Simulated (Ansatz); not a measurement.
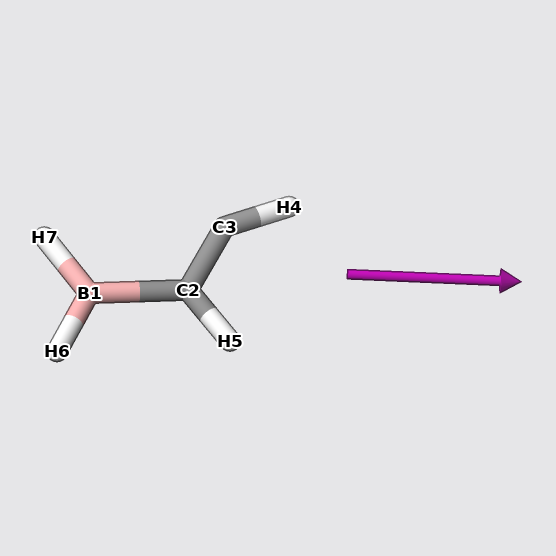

The arrow beside the molecule shows the direction of the dipole moment, from the negative to the positive end (its length means nothing). The species is neutral and a spin doublet. The geometry was computed by an optimisation with PBE-D4/def2-SVP. No frequency run is at hand to confirm it as a minimum. Method: UKS PBE-D4/def2-SVP (Ansatz 0.2.0).

Estimate the dipole moment.

Answer. 1.65 D; it points from the side of H7 to the side of H4 (the outermost atoms at the two ends).
